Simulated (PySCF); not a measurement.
Species, as SMILES: S (H2S).
Geometry (B3LYP-D3(BJ)/def2-TZVP, fixed):
```xyz
3

S      0.0018     0.0003     0.1031
H     -0.0075     0.9678    -0.8277
H     -0.0219    -0.9726    -0.8218
```
Charge 0, spin multiplicity 1.

Basis-set convergence of the lowest singlet excitation energy at CAM-B3LYP with PySCF. Tamm-Dancoff approximation; the state is taken by its order, and sets in which it differs in degeneracy or brightness are left out, yet its character can still change. All functions are spherical. Density fitting with generated auxiliary sets. No added dispersion term, no relativity. Reference: the value in aug-pcseg-3, 5.895 eV, itself unsure by roughly 0.031 eV (its mean distance from aug-cc-pV(Q+d)Z, aug-pcseg-2, aug-cc-pV(T+d)Z). Deviations are taken from unrounded values. Cost is core time over that of jun-cc-pV(T+d)Z, rough, on shared machines of one kind; a dash marks a row that isn't timed (too short, read off another run, short of memory, by another algorithm or on other hardware).

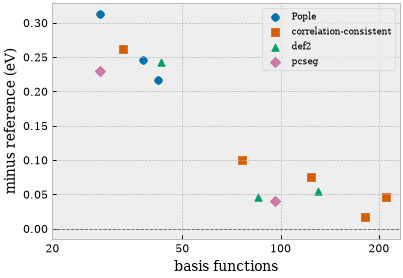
Figure. Deviation from the reference against the number of basis functions, by family of sets.

| basis | functions | lowest singlet excitation energy (eV) | minus reference (eV) | cost |
|---|---|---|---|---|
| 6-31G** | 28 | 6.208 | 0.313 | - |
| pcseg-1 | 28 | 6.125 | 0.230 | - |
| cc-pV(D+d)Z | 33 | 6.157 | 0.262 | - |
| 6-311G** | 38 | 6.141 | 0.246 | - |
| 6-311+G** | 42 | 6.112 | 0.217 | - |
| def2-SVPD | 43 | 6.138 | 0.242 | - |
| jun-cc-pV(T+d)Z | 76 | 5.995 | 0.100 | 1× |
| def2-TZVPPD | 85 | 5.941 | 0.046 | 1× |
| aug-pcseg-2 | 96 | 5.935 | 0.040 | 2× |
| cc-pV(Q+d)Z | 124 | 5.971 | 0.075 | 4× |
| def2-QZVPP | 130 | 5.951 | 0.055 | 5× |
| aug-cc-pV(Q+d)Z | 181 | 5.912 | 0.017 | 9× |
| cc-pV(5+d)Z | 210 | 5.942 | 0.046 | 10× |
